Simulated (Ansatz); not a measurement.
The starting structures come from a database of crystals and need not be the phases stable at ambient conditions.

 Where the default PAW files enter, the runs use the earlier of Ansatz's two default sets.

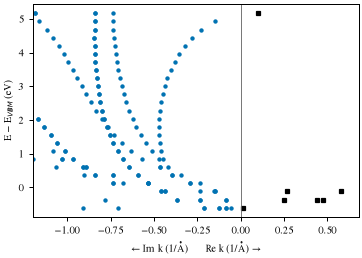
*Complex bands at the centre of the two-dimensional zone; r2SCAN (Ansatz, a quantum-chemistry and plane-wave program)*

No gap correction and no spin-orbit coupling; mid-gap values are interpolated between computed energies.

Task: This is InF3 (R-3c, not sure to be the ambient phase, 8 atoms a cell, 14.4 Å³ an atom) along the normal of (101). Read off the slowest decay at the centre of the two-dimensional zone at 2.52 eV, the computed energy nearest the middle of the gap.

Result: κ ≈ 0.46 1/Å, a decay length 1/(2κ) of the density of 1.1 Å.
